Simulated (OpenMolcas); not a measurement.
**PW91/6-311++G(2d,2p) run of P2 (diphosphorus)**

Aim: the vertical singlet–triplet gap of P2 (diphosphorus) at PW91/6-311++G(2d,2p), from 2 runs. 

Program for the calculation: OpenMolcas 26.06.

### 1 Starting point

The species is P2 (2 atoms), meant as a singlet with charge 0. SMILES: `P#P`. Geometry: the measured bond length.

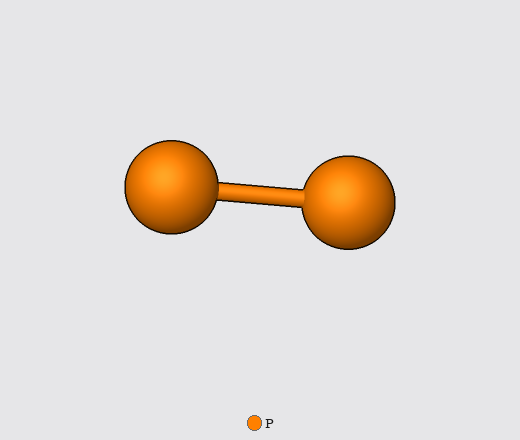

The structure, seen from a chosen angle (phosphorus orange).

### 2 Energy and forces at PW91/6-311++G(2d,2p)

Input file geom.xyz:

```xyz
2

P      0.000000     0.000000     0.000000
P      0.000000     0.000000     1.893400
```

Input file job.input:

```
&GATEWAY
  BasLib=$CurrDir
  Coord=geom.xyz
  Basis=6-311ppG2d2p
  Group=NoSym

&SEWARD

&SCF
  KSDFT=2
  1.0 GGA_X_PW91
  1.0 GGA_C_PW91
  PrOrbitals=0

&ALASKA
```

The basis set 6-311++G(2d,2p) is read from a file made from the Basis Set Exchange's data (not shown).

Command:

```console
export MOLCAS_MEM=1860
pymolcas job.input > job.log
```

Standard output:

```text
--- Start Module: gateway ---
[...]
--- Stop Module: gateway /rc=_RC_ALL_IS_WELL_ ---
[...]
      Basis functions           70
[...]
--- Start Module: scf ---
[...]
       Convergence after   9 Iterations
[...]
::    Total KS-DFT energy                            -682.6904009610
[...]
      Total spin, S                                     0.0000000000
[...]
      Total electronic charge=   30.000000
      Total            charge=   -0.000000
[...]
      Dipole Moment (debye):
      Origin of the operator (angstrom)=    0.0000    0.0000    0.9467
                   X=  4.9208E-15               Y= -2.9807E-15               Z=  5.4127E-08           Total=  5.4127E-08
      Quadrupole Moment (debye*angstrom):
[...]
--- Stop Module: scf /rc=_RC_ALL_IS_WELL_ ---
[...]
--- Start Module: alaska ---
[...]
 *              Molecular gradients               *
 **************************************************
  Irreducible representation: a
 ------------------------------------------------------------------------------------------
                              X                       Y                       Z
 ------------------------------------------------------------------------------------------
  P1               -4.37693247027119E-16   -3.83639510052345E-15    1.05773611870781E-02
  P2                4.22494087821591E-16    3.83463327199317E-15   -1.05773611870710E-02
 ------------------------------------------------------------------------------------------
--- Stop Module: alaska /rc=_RC_ALL_IS_WELL_ ---
[...]
```

It took 4.5 s on 1 thread of Arm Neoverse V1, shared host; peak memory 0.41 GiB.

### 3 The triplet

geom.xyz is that of step 2.

Input file job.input:

```
&GATEWAY
  BASLIB=$CurrDir
  COORD=geom.xyz
  BASIS=6-311ppG2d2p
  GROUP=NoSym

&SEWARD

&SCF
  UHF
  SPIN=3
  KSDFT=2
  1.0 GGA_X_PW91
  1.0 GGA_C_PW91
  PRORBITALS=0

&ALASKA
```

The basis set 6-311++G(2d,2p) is read from a file made from the Basis Set Exchange's data (not shown).

Command:

```console
export MOLCAS_MEM=1860
pymolcas job.input > job.log
```

Standard output:

```text
--- Start Module: gateway ---
[...]
--- Stop Module: gateway /rc=_RC_ALL_IS_WELL_ ---
[...]
      Basis functions           70
[...]
--- Start Module: scf ---
[...]
       Convergence after  25 Iterations
[...]
::    Total KS-DFT energy                            -682.5828890933
[...]
      Total spin, S                                     1.0024339741
[...]
      Total electronic charge=   30.000000
      Total            charge=   -0.000000
[...]
      Dipole Moment (debye):
      Origin of the operator (angstrom)=    0.0000    0.0000    0.9467
                   X=  3.6474E-15               Y=  1.4768E-15               Z=  1.1731E-04           Total=  1.1731E-04
      Quadrupole Moment (debye*angstrom):
[...]
--- Stop Module: scf /rc=_RC_ALL_IS_WELL_ ---
[...]
--- Start Module: alaska ---
[...]
 *              Molecular gradients               *
 **************************************************
  Irreducible representation: a
 ------------------------------------------------------------------------------------------
                              X                       Y                       Z
 ------------------------------------------------------------------------------------------
  P1                1.80379018969292E-15   -1.95014713842022E-15    1.12361692558267E-01
  P2               -1.80377663716575E-15    1.96521754861776E-15   -1.12361692558252E-01
 ------------------------------------------------------------------------------------------
--- Stop Module: alaska /rc=_RC_ALL_IS_WELL_ ---
[...]
```

Run time: 8.4 s. Hardware: 1 thread of Arm Neoverse V1, shared host; peak memory 0.41 GiB.

### 4 Outcome

Level: PW91/6-311++G(2d,2p).

| quantity | value |
| --- | --- |
| singlet: total energy | -682.69040 Eh |
| singlet: dipole moment | 0.00 D |
| singlet: HOMO energy | -7.18 eV |
| singlet: LUMO energy | -3.46 eV |
| singlet: HOMO–LUMO gap | 3.72 eV |
| singlet: largest force on an atom | 0.544 eV/Å |
| triplet: total energy | -682.58289 Eh |
| triplet: dipole moment | 0.00 D |
| triplet: HOMO energy (highest over α and β) | -4.34 eV |
| triplet: ⟨S²⟩ | 2.007 |
| triplet: largest force on an atom | 5.778 eV/Å |
| vertical energy of the triplet above the singlet | 2.926 eV |

What this shows: At this shape the triplet lies 2.93 eV (67 kcal/mol) above the singlet. The largest force (singlet) is 0.54 eV/Å: the shape isn't a stationary point for this species at this level.
